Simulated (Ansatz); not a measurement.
# SiGeH₃ (doublet): from Hartree-Fock to the top rungs at a displaced geometry (v1), cc-pVDZ

Aim: climb from Hartree-Fock through coupled cluster for SiGeH₃ (doublet) at one geometry and basis, and see what each rung misses.

Program: Ansatz 0.2.0, Gaussian basis. Level of theory: cc-pVDZ, core rule «outside noble gas», up to 19 orbitals frozen. These are calculated values, not measurements.

Plan: UHF; CCSD(T) on ROHF; CCSD(T) on UHF; BCCD(T) on ROHF; CISD; CCSDT(Q) on ROHF; CCSDT(Q) on UHF.

20 further runs of the same task are left out: 5 that didn't finish, 15 set aside as unsound or not needed.

**1. The system**

The geometry is a PBE0/def2-TZVP stationary point (not a proven minimum) with its atoms shifted at random (size 0.040 Å). No spin-orbit coupling is included. The filled d shell of Ge may be among the frozen orbitals whatever the setting's name suggests; the logs give the count.

5 atoms, charge 0, spin multiplicity 2.

Atoms are counted from 1 here; the program's logs count them from 0.

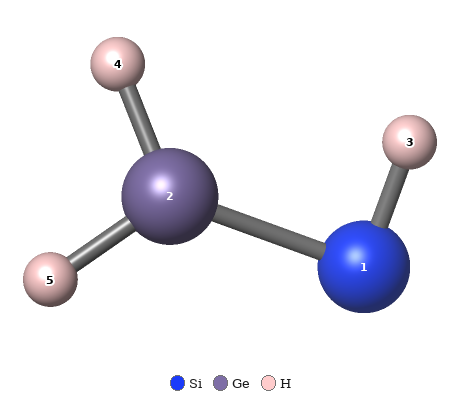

The geometry (silicon blue, germanium purple, hydrogen pink); atoms are numbered from 1 in the order of the file.

Coordinates:

```xyz
5
charge 0, multiplicity 2
Si   -0.0275    0.1022    1.6956
Ge    0.0137   -0.0206   -0.6354
H     0.2829   -1.3547    1.7079
H    -0.3807   -1.2421   -1.5403
H    -0.1193    1.2334   -1.6205
```

**2. UHF**

The input, in.yaml:

```yaml
crystal:
  periodic: [false, false, false]
  atoms:
    - {symbol: Si, position_ang: [-0.027518, 0.102205, 1.695640]}
    - {symbol: Ge, position_ang: [0.013652, -0.020597, -0.635440]}
    - {symbol: H, position_ang: [0.282856, -1.354743, 1.707860]}
    - {symbol: H, position_ang: [-0.380677, -1.242103, -1.540293]}
    - {symbol: H, position_ang: [-0.119304, 1.233374, -1.620548]}
basis:
  gaussian: {orbitals: cc-pVDZ}
magnetization: {spin_polarized: true, initial_magnetization: 1}
hamiltonian: {xc: hf}
output: {orbitals: {seedname: orbitals}}
```

Launch:

```console
ansatz run in.yaml --threads 1 --pin off --events-out ev --progress --plain --max-ram 2393MiB
```

After this run come: CCSD(T) on ROHF; CCSD(T) on UHF; BCCD(T) on ROHF; CISD; CCSDT(Q) on ROHF; CCSDT(Q) on UHF.

Before running them: what should the planned runs give, taken together? Wanted: UCCSDT(Q) below the RHF energy; RMP2 from UCCSDT(Q); UMP2 from UCCSDT(Q); RCCSD from UCCSDT(Q); RCCSD(T) from UCCSDT(Q); UCCSD(T) from UCCSDT(Q); RCCSDT(Q) from UCCSDT(Q); T1 diagnostic.

The runs gave:

```
                         quantity                      value
   UCCSDT(Q) below the RHF energy                 -6.0516 eV
              RMP2 from UCCSDT(Q)            +32.25 kcal/mol
              UMP2 from UCCSDT(Q)            +34.27 kcal/mol
             RCCSD from UCCSDT(Q)             +5.76 kcal/mol
          RCCSD(T) from UCCSDT(Q)             +1.33 kcal/mol
          UCCSD(T) from UCCSDT(Q)             +1.40 kcal/mol
         RCCSDT(Q) from UCCSDT(Q)             +0.03 kcal/mol
levels within 1 kcal/mol (43 meV)  RCCSDT, UCCSDT, RCCSDT(Q)
                    T1 diagnostic                      0.039
```

RCCSD(T) lands +1.33 kcal/mol from the yardstick (1.0 % of the correlation energy). These misses are within one basis, not against nature; the frozen cores of restricted and unrestricted runs differ, which can shift their rows.
